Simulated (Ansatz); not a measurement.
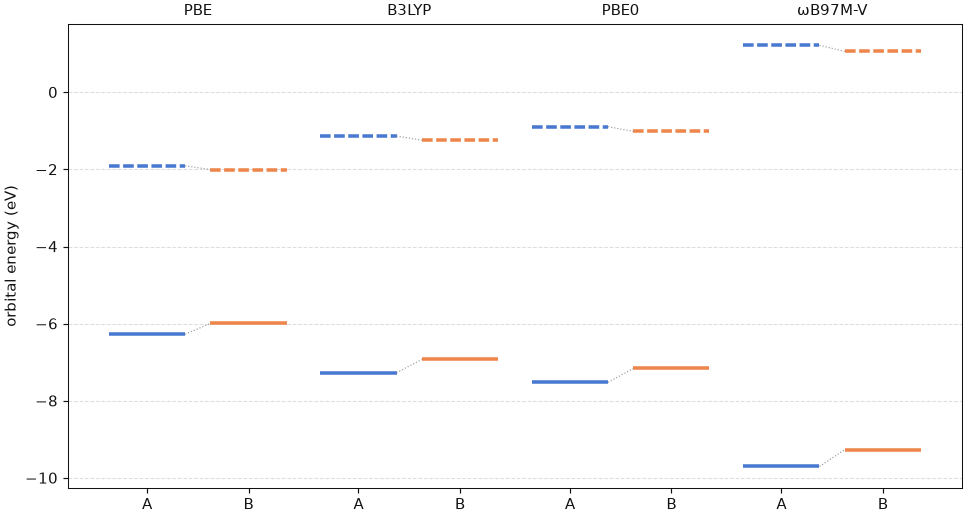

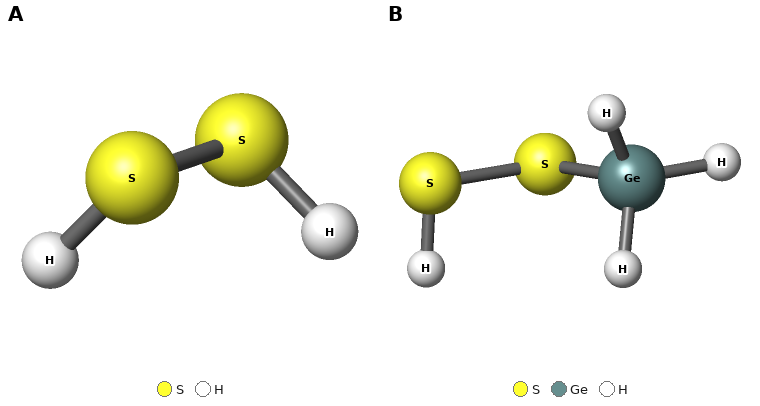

One change: A, H₂S₂ (SMILES SS), becomes B, GeH₄S₂ (SMILES S[S][GeH3]). H on S is replaced by GeH₃. HOMO (solid) and LUMO (dashed) computed in def2-TZVPP at PBE0-D4/def2-TZVP geometries, both minima by their frequencies, gas phase, the Ansatz code 0.2.0. Empty levels above zero depend strongly on the basis.

What does the change do to HOMO and LUMO?

PBE: the HOMO rises by 0.28 eV, the LUMO falls by 0.10 eV, and the separation goes from 4.37 to 3.99 eV. B3LYP: the HOMO rises by 0.35 eV, the LUMO falls by 0.11 eV, and the separation goes from 6.14 to 5.69 eV. PBE0: the HOMO rises by 0.36 eV, the LUMO falls by 0.12 eV, and the separation goes from 6.63 to 6.15 eV. ωB97M-V: the HOMO rises by 0.44 eV, the LUMO falls by 0.16 eV, and the separation goes from 10.92 to 10.33 eV.

Do the functionals agree on the effect?

They agree on the direction for both levels; the HOMO shift lies between 0.28 and 0.44 eV and the LUMO shift between −0.16 and −0.10 eV, while the separations themselves differ by up to 6.6 eV between functionals.
